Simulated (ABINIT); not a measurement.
# Quasiparticle gap of TePb (Fm-3m) in ABINIT

Wanted: ground state, empty states, screening and self-energy for TePb (Fm-3m).

Method: LDA and many-body steps on it, plane waves, in ABINIT 10.8.3.

**Experimental background.**

- Gap 0.19 eV: electronic band gap at 4 K; 4 K; bulk crystal (quoted in “Lattice Properties of PbX (X = S, Se, Te): Experimental Studies and ab initio Calculations Including Spin-Orbit Effects”, 2008, arxiv:0808.3152).

- Gap 0.37 eV: thermally activated gap from Seebeck maximum; Seebeck coefficient maximum; bulk crystal (Bridgman-grown p-type crystal, maximum near 450-500 K) (“Site-Specific Contributions to the Band Inversion in a Topological Crystalline Insulator”, 2015, arxiv:1506.06328).

- Gap 0.32 eV: direct gap at L; earlier experiment (Expt. column of Table 1); 300 K; bulk crystal (literature value) (quoted in “Electronic band structure of epitaxial PbTe (111) thin films observed by angle-resolved photoemission spectroscopy”, 2017, arxiv:1704.07516).

Report form: the programs' logs are mostly left out.

## (1) The starting structure

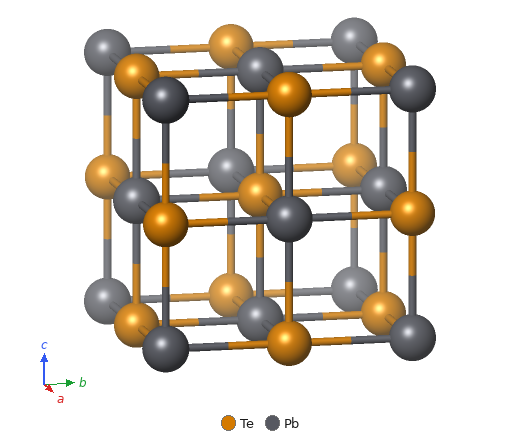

The cell as given, slightly off an axis (tellurium orange, lead dark grey). This picture shows the conventional cell, with its axes. Some periodic images of atoms are drawn too.

The cell and positions come from the Crystallography Open Database and are kept as given unless a step says otherwise. Spin-orbit coupling is left out unless a step names it.

## (2) Ground state

This step: ABINIT 10.8.3; DFT, LDA, plane waves, norm-conserving pseudopotentials.

The ground-state density comes first.

Contents of run.abi:

```
acell 3*1.0 Angstrom
rprim 
  0.000000000000 3.231000000000 3.231000000000
  3.231000000000 -0.000000000000 3.231000000000
  3.231000000000 3.231000000000 -0.000000000000
ntypat 2
znucl 52 82
natom 2
typat 1 2
xred 
  0.500000000000 0.500000000000 0.500000000000
  0.000000000000 0.000000000000 0.000000000000
pp_dirpath "pseudos"
pseudos "Te.upf, Pb.upf"
ecut 34
ngkpt 6 6 6
nshiftk 1
shiftk 0 0 0
kptopt 1
chksymbreak 0
nband 20
occopt 1
tolvrs 1e-10
nstep 60
prtwf 0
optforces 0
optstress 0
indata_prefix "in"
outdata_prefix "out"
tmpdata_prefix "tmp"
```

Started as:

```sh
$ OMP_NUM_THREADS=1 mpirun -n 4 abinit run.abi > log
```

Run time: 30 s. Hardware: 4 MPI ranks of Intel Xeon at 2.80GHz (Skylake/Cascade Lake), shared host; peak memory 0.37 GiB; 2 min of CPU time.

This step gave:

* total energy: -4759.7978 eV
* gap: 0.6555 eV
* k of the valence top: 0.5, 0, 0
* k of the conduction bottom: 0.5, 0, 0
* least direct gap: 0.6555 eV

The gap is direct, at (0.500, 0.000, 0.000).

## (3) Bands along the symmetry lines

The cheap functional maps the bands first; the places of the edges decide which points the dearer methods must see.

Contents of run.abi:

```
acell 3*1.0 Angstrom
rprim 
  0.000000000000 3.231000000000 3.231000000000
  3.231000000000 -0.000000000000 3.231000000000
  3.231000000000 3.231000000000 -0.000000000000
ntypat 2
znucl 52 82
natom 2
typat 1 2
xred 
  0.500000000000 0.500000000000 0.500000000000
  0.000000000000 0.000000000000 0.000000000000
pp_dirpath "pseudos"
pseudos "Te.upf, Pb.upf"
ecut 34
iscf -2
irdden 1
kptopt 0
nkpt 50
kpt 
  0.00000000 0.00000000 0.00000000
  0.06250000 0.00000000 0.06250000
  0.12500000 0.00000000 0.12500000
  0.18750000 0.00000000 0.18750000
  0.25000000 0.00000000 0.25000000
  0.31250000 0.00000000 0.31250000
  0.37500000 0.00000000 0.37500000
  0.43750000 0.00000000 0.43750000
  0.50000000 0.00000000 0.50000000
  0.51562500 0.03125000 0.51562500
  0.53125000 0.06250000 0.53125000
  0.54687500 0.09375000 0.54687500
  0.56250000 0.12500000 0.56250000
  0.57812500 0.15625000 0.57812500
  0.59375000 0.18750000 0.59375000
  0.60937500 0.21875000 0.60937500
  0.62500000 0.25000000 0.62500000
  0.37500000 0.37500000 0.75000000
  0.32812500 0.32812500 0.65625000
  0.28125000 0.28125000 0.56250000
  0.23437500 0.23437500 0.46875000
  0.18750000 0.18750000 0.37500000
  0.14062500 0.14062500 0.28125000
  0.09375000 0.09375000 0.18750000
  0.04687500 0.04687500 0.09375000
  0.00000000 0.00000000 0.00000000
  0.06250000 0.06250000 0.06250000
  0.12500000 0.12500000 0.12500000
  0.18750000 0.18750000 0.18750000
  0.25000000 0.25000000 0.25000000
  0.31250000 0.31250000 0.31250000
  0.37500000 0.37500000 0.37500000
  0.43750000 0.43750000 0.43750000
  0.50000000 0.50000000 0.50000000
  0.50000000 0.46875000 0.53125000
  0.50000000 0.43750000 0.56250000
  0.50000000 0.40625000 0.59375000
  0.50000000 0.37500000 0.62500000
  0.50000000 0.34375000 0.65625000
  0.50000000 0.31250000 0.68750000
  0.50000000 0.28125000 0.71875000
  0.50000000 0.25000000 0.75000000
  0.50000000 0.21875000 0.71875000
  0.50000000 0.18750000 0.68750000
  0.50000000 0.15625000 0.65625000
  0.50000000 0.12500000 0.62500000
  0.50000000 0.09375000 0.59375000
  0.50000000 0.06250000 0.56250000
  0.50000000 0.03125000 0.53125000
  0.50000000 0.00000000 0.50000000
istwfk *1
nband 22
nbdbuf 2
tolwfr 1e-08
nstep 40
prtwf 0
prtvol 0
indata_prefix "in"
outdata_prefix "out"
tmpdata_prefix "tmp"
```

Elapsed: 53 s, on 4 MPI ranks; peak memory 0.36 GiB.

This step gave:

- gap: 0.6555 eV
- k of the valence top: 0.5, 0.5, 0.5
- k of the conduction bottom: 0.5, 0.5, 0.5
- least direct gap: 0.6555 eV

The gap is 0.656 eV, as in the run before at this level.

The electronic bands at the labelled points (eV, zero at the top of the highest filled band):

```tsv
point	band 12	band 13	band 14	band 15	band 16	band 17	band 18	band 19
Γ	-5.74	-1.31	-1.31	-1.31	4.03	4.03	4.03	5.87
X	-7.39	-4.48	-2.77	-2.77	3.32	5.42	5.42	6.61
U	-8.04	-4.10	-2.27	-2.07	3.54	3.75	5.14	5.89
jump to K	-8.04	-4.10	-2.27	-2.07	3.54	3.75	5.14	5.89
Γ	-5.74	-1.31	-1.31	-1.31	4.03	4.03	4.03	5.87
L	-8.65	-0.84	-0.84	0.00	0.66	1.24	1.24	8.37
W	-8.07	-3.76	-3.76	-0.32	1.61	5.22	5.22	6.83
X	-7.39	-4.48	-2.77	-2.77	3.32	5.42	5.42	6.61
```

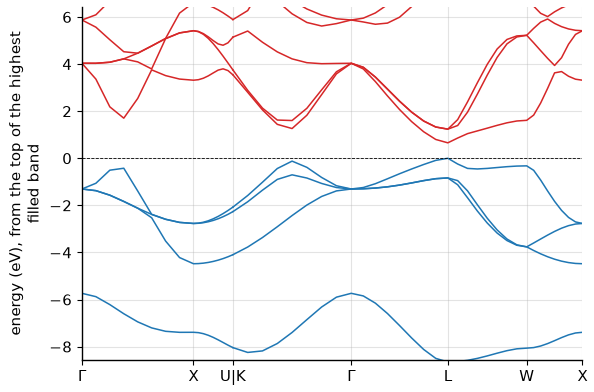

Electronic bands along the path; lines of filled and empty bands in two colours.

## (4) Empty states on the mesh, 4×4×4 mesh, 63 bands

The sums over transitions need many empty states on a uniform mesh; this step solves for them.

Contents of run.abi:

```
acell 3*1.0 Angstrom
rprim 
  0.000000000000 3.231000000000 3.231000000000
  3.231000000000 -0.000000000000 3.231000000000
  3.231000000000 3.231000000000 -0.000000000000
ntypat 2
znucl 52 82
natom 2
typat 1 2
xred 
  0.500000000000 0.500000000000 0.500000000000
  0.000000000000 0.000000000000 0.000000000000
pp_dirpath "pseudos"
pseudos "Te.upf, Pb.upf"
ecut 34
ngkpt 4 4 4
nshiftk 1
shiftk 0 0 0
kptopt 1
chksymbreak 0
iscf -2
irdden 1
istwfk *1
nband 63
nbdbuf 4
tolwfr 1e-09
nstep 60
prtvol 0
indata_prefix "in"
outdata_prefix "out"
tmpdata_prefix "tmp"
```

Elapsed: 74 s, on 4 MPI ranks; peak memory 0.33 GiB; 2.5 min of CPU time.

Numbers from this step:

```
gap                                                           : 0.6555 eV
k of the valence top                                          : 0.5, 0, 0
k of the conduction bottom                                    : 0.5, 0, 0
least direct gap                                              : 0.6555 eV
k points computed                                             : 8
lowest point of the top converged band, above the valence top : 34.72 eV
```

On this mesh the gap is 0.656 eV.

## (5) Screening, 4×4×4 mesh, 59 bands, screening to 106.1 eV

The RPA dielectric matrix is built and inverted for each q.

This step: RPA screening on LDA, plane waves, norm-conserving pseudopotentials.

run.abi, as its differences from that of step 4:

```diff
@@ -20,10 +20,11 @@
 chksymbreak 0
-iscf -2
-irdden 1
 istwfk *1
-nband 63
-nbdbuf 4
-tolwfr 1e-09
-nstep 60
-prtvol 0
+occopt 1
+irdwfk 1
+optdriver 3
+nband 59
+ecuteps 3.9
+inclvkb 2
+awtr 1
+symchi 1
 indata_prefix "in"
```

The job ended after 5.9 min (4 MPI ranks; peak memory 0.79 GiB; 2.3 min of CPU time).

Numbers from this step:

```
ε∞ with local fields, on this mesh, along the program's q direction : 43.68
the same without local fields                                       : 47.14
plasma frequency                                                    : 24.76 eV
plane waves in the screening matrix                                 : 169
```

Local fields lower ε∞ by 7 %.

## (6) Self-energy, 4×4×4 mesh, 59 bands, screening to 106.1 eV

The self-energy is evaluated for the states that the input lists, and the levels follow from it, in one-shot runs by the linearised quasiparticle equation.

This step: G0W0 on LDA, plane waves, norm-conserving pseudopotentials.

run.abi, as its differences from that of step 5:

```diff
@@ -23,8 +23,17 @@
 irdwfk 1
-optdriver 3
+optdriver 4
 nband 59
+gwcalctyp 0
+ecutsigx 34
+symsigma 1
+nkptgw 2
+kptgw 
+  0.5000000000 0.0000000000 0.0000000000
+  0.0000000000 0.0000000000 0.0000000000
+bdgw 
+  13 18
+  13 18
 ecuteps 3.9
-inclvkb 2
-awtr 1
-symchi 1
+irdscr 1
+ppmodel 1
 indata_prefix "in"
```

The job ended after 27 s (4 MPI ranks; peak memory 0.93 GiB).

This step gave:

```yaml
g0w0_gap_on_the_points_computed: 0.9980 eV
starting_gap_on_the_mesh: 0.6555 eV
k_of_the_valence_top: 0.5, 0, 0
k_of_the_conduction_bottom: 0.5, 0, 0
z_at_the_valence_top: 0.792
z_at_the_conduction_bottom: 0.801
least_direct_g0w0_gap_on_the_computed_points: 0.9980 eV
```

The gap on the mesh goes from 0.66 eV to 1.00 eV, a correction of +0.34 eV.

Limits: finite bands, cutoff and mesh; model gap, bands may invert with spin-orbit coupling; exchange with frozen shells missing; no spin-orbit coupling; coarse k mesh. v1 is the top filled band, c1 the lowest empty one. Levels before and after the correction, in eV, zero at the valence-band top of each column:

```tsv
	conduction bottom	valence top
Kohn-Sham	0.66	0.00
G0W0	1.00	0.00
```

```tsv
	level	energy (eV)
Kohn-Sham	(0.5 0 0) v3-v2	-0.835
Kohn-Sham	(0.5 0 0) v1	0.000
Kohn-Sham	(0.5 0 0) c1	0.656
Kohn-Sham	(0.5 0 0) c2-c3	1.236
G0W0	(0.5 0 0) v3-v2	-0.933
G0W0	(0.5 0 0) v1	0.000
G0W0	(0.5 0 0) c1	0.998
G0W0	(0.5 0 0) c2-c3	1.553
```

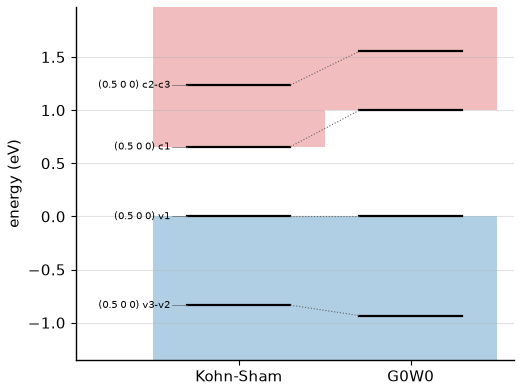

Levels before and after the correction. Shaded: valence and conduction bands.

## (7) Where the time went

Times are wall times on 4 MPI ranks of Intel Xeon at 2.80GHz (Skylake/Cascade Lake), shared host, good to a factor of about two.

```tsv
step	time	share	memory (GiB)
ground state	30 s	6 %	0.37
bands along the symmetry lines	53 s	10 %	0.36
empty states on the mesh	74 s	14 %	0.33
screening	5.9 min	66 %	0.79
self-energy	27 s	5 %	0.93
```

## (8) Summary of results

| Quantity | Value |
| --- | --- |
| LDA gap | 0.66 eV, direct |
| G0W0 gap on the mesh | 1.00 eV |
| GW settings | 4×4×4 mesh, 59 bands, screening to 106.1 eV, Godby-Needs plasmon pole |
| known limits | not at the basis limit; model gap, bands may invert with spin-orbit coupling; exchange with frozen shells missing; mesh may overstate the screening; no spin-orbit coupling; coarse k mesh |

What this shows: G0W0 moves the gap on the mesh from 0.66 eV to 1.00 eV (+0.34 eV), with Z of 0.79 and 0.80 at the edges. Local fields lower the RPA ε∞ on this mesh from 47.14 to 43.68. Only 2 of the mesh's irreducible points were corrected, so a valley elsewhere could overtake. The dearest step here is «screening». Against experiment, by G0W0@LDA: the gap of 1.00 eV lies +0.81 eV from the measured 0.19 eV (electronic, 4 K, quoted 2008); the gap of 1.00 eV lies +0.63 eV from the measured 0.37 eV (transport, 2015); the direct gap of 1.00 eV lies +0.68 eV from the measured 0.32 eV (direct, 300 K, quoted 2017). An exciton line or allowed optical edge lies below the quasiparticle gap by the binding energy; a forbidden edge can push the onset above it. The calculation has static nuclei and no excitons; a measured gap holds zero-point and thermal motion, which in such lone-pair compounds can raise it as well as lower it. With atoms this heavy the missing spin-orbit coupling can matter too. Bands and cutoff are finite, so the gap is not at the basis limit. The miss can reach some tenths of an eV and take either sign; the mesh is an error of its own. In the G0W0 run levels were corrected at 2 k points alone, so a gap called «on the mesh» is the least over those, and an edge elsewhere would be missed. The 4×4×4 mesh is coarse for this cell, which bears on the long-range parts of exchange and screening. Where an edge is built on 6p states of lead, bismuth or thallium, scalar-relativistic gaps usually stand too wide, by a few tenths to over one eV. With atoms this heavy and so narrow a gap, spin-orbit coupling can invert the bands. These scalar-relativistic gaps are then model values, not to be set against experiment, and a spin-orbit change taken from DFT can't simply be added. The norm-conserving file of at least one element keeps a d shell over frozen s and p shells of the same row. Exchange with those shells is missing from the self-energy, an error of 0.3 to 0.9 eV in cases checked, whose sign depends on which edge lies on those atoms. The RPA ε∞ on this mesh reaches over 25; with a narrow direct gap a coarse mesh can overstate it, and the correction is then too small.

[Paths, hosts, dates, memory and timing lines, banners, echoed tables and standing remarks are left out of the program output.]

[Logs are printed without paths, hosts, clocks, repeated set-up lines and the standing remarks that a program may print on its own settings, such as how far it seeks lower states.]

[Runs of the session that timed out or met a known fault of the program may be left out.]

[Hosts, paths, dates, database ids (printed as entryN), source tags and the programs' standing remarks are cut or masked in the printed files.]

[G0W0 gaps are taken among the corrected bands and points alone; a level outside them can change the order at an edge.]

[Where Ansatz stands beside ABINIT at settings called matched, ABINIT's density can come from a denser mesh and the files from another edition; pairs whose starting gaps differed by over 0.03 eV were left out, so agreement reads better than it is.]
